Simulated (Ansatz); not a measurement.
BF₂H···HCl

Input file:

```
crystal:
  periodic: [false, false, false]
  atoms:
    - { symbol: B, position_ang: [0.0, 0.0, 0.0] }
    - { symbol: Cl, position_ang: [0.0, 0.0, 2.21] }
    - { symbol: F, position_ang: [1.1431, 0.0, -0.66] }
    - { symbol: F, position_ang: [-1.1431, 0.0, -0.66] }
    - { symbol: H, position_ang: [0.0623, -1.4126, 0.4698] }
    - { symbol: H, position_ang: [0.0555, -1.258, 1.3665] }
basis:
  gaussian: { orbitals: def2-SVP }
hamiltonian:
  xc: pbe0
  dispersion: d4
relax:
  f_tol: 0.15
  max_steps: 25
  restrain:
    - { distance: [0, 4], at: 1.19, k: 30.0 }
    - { distance: [5, 1], at: 1.37, k: 30.0 }
    - { distance: [0, 1], at: 3.06, k: 30.0 }
    - { distance: [5, 4], at: 1.86, k: 30.0 }
output:
  orbitals: {}
```

Run with:

```sh
ansatz run input.yaml --threads 1 --pin off --max-ram 2048MiB --backend cpu --events-out ev --progress --plain --runs-dir out
```

The fields are those of the run's last geometry, not of the input's.

Not at a stationary point (largest force 1.3 eV/Å).

These are results of RKS PBE0-D4/def2-SVP in Ansatz 0.2.0, not measurements.

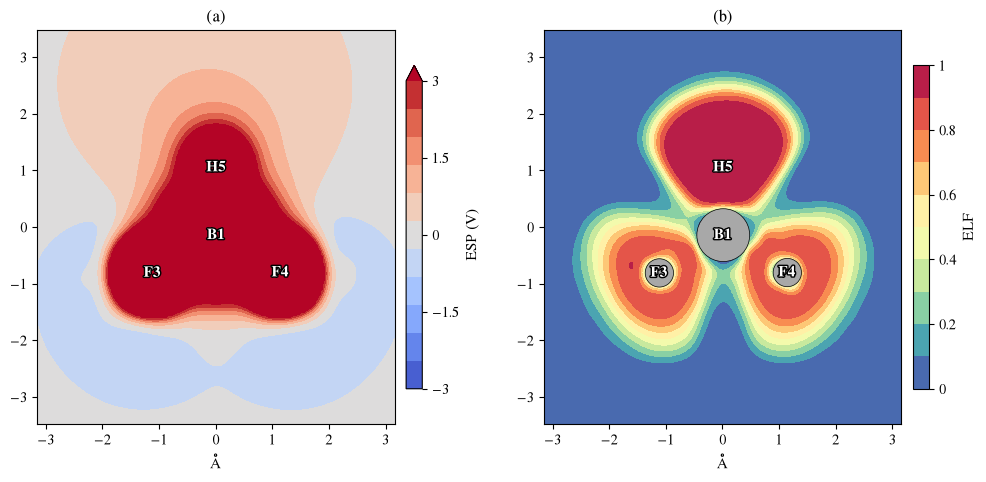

Figure 1. (a) electrostatic potential; (b) electron localisation function on the plane of atoms F3, B1 and F4. Grey discs cover the atomic cores in the ELF map.

Q: Read the bonding off the picture.

A: The plane passes through B, F and H nuclei. B–F (1.31 Å): the ELF peaks at about 0.85 between the atoms, as expected for a shared but strongly polarised pair. B–H (1.20 Å): the ELF climbs to about 1 towards the hydrogen, as it does in any bond to H: an ordinary covalent bond to hydrogen. The ELF also peaks beside F4 and F3, away from the bonds: lone-pair regions. Outside the dense part of the complex the potential is most negative (−0.6 V) near F4.

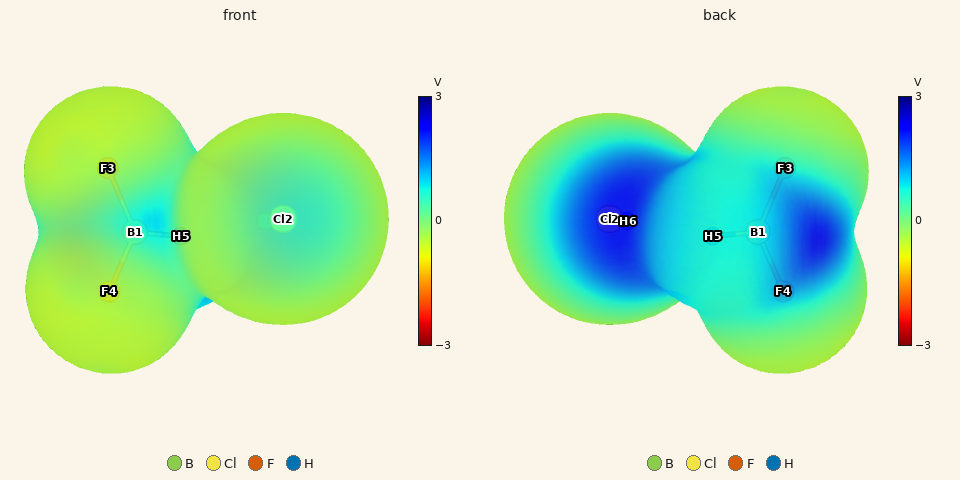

Figure 2. The molecular electrostatic potential painted on the density surface at 0.002 e/bohr³, seen from the front and from behind; the colour scale runs from red (negative) to blue (positive).

Q: Where is the surface potential most negative and most positive?

A: The most negative region (about −0.6 V) lies over F3 and F4, the most positive (about +2.3 V) over B1 and H6. Cl2 shows a σ-hole: about +0.4 V at the tip opposite its bond, against about −0.3 V on its flanks.

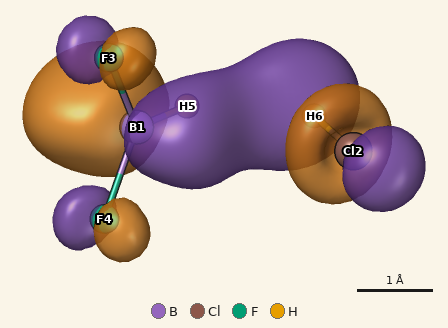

Figure 3. The LUMO at ±0.15 Å⁻³ᐟ² (orange and purple are the two phases), seen across its widest extent.

Q: What is the character of this orbital?

A: By Hirshfeld shares it lies mainly on B1 (about 40 %), Cl2 (about 20 %), H6 (about 15 %), H5 (about 10 %), F3 (about 10 %) and F4 (about 10 %). Its energy is −0.38 eV.
